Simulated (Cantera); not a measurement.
A closed system holds: 1 mol (CH₃)₂SiCl₂, 0.018 mol C₂H₄, 65 mol H₂, held at 0.100 bar.

These are equilibrium values from Cantera (NASA tables, ideal gas, pure condensed phases), not measurements of a reactor. Candidate condensed phases: C, C₆H₆, C₇H₈, C₈H₁₈, Si, SiC; 109 gas species. The feed counts by its element totals alone. The tables' values for SiCl are old estimates; treat these amounts as uncertain. Gases not in the tables: Si₂H₆ and higher silanes. The numbers say what is thermodynamically allowed, not how fast it happens.

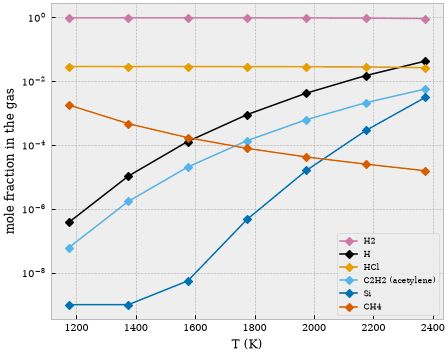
Equilibrium gas composition (values under 1e-9 drawn at 1e-9)

From 1175 K to 2375 K the condensed part is C(graphite) + SiC(s). The main Si-bearing gas is SiCl₄ at 1175 K and Si at 2375 K.
